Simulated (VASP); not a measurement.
Band structure of RhAl (relaxed from the zinc blende structure, space group F-43m). These are PBE GGA, VASP's PBE PAW potentials (set 64) (plane waves; VASP) values and carry that method's errors.

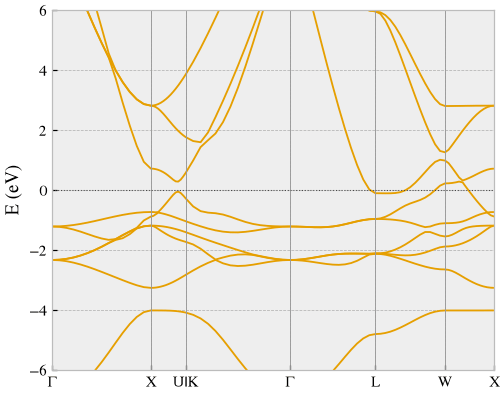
Fig. 1. Bands along high-symmetry lines, zero at the valence-band maximum or, without a gap, the Fermi level

**Question.** Read the plot: is there a gap, and where are the band edges?

**Answer.** It has no gap at this level: it comes out as a metal or semimetal. (Edges off the drawn lines would not show.)

The structure was generated: RhAl was put into the zinc blende type (F-43m), which need not be its known phase. It was relaxed first, which changed the volume by -27 %.
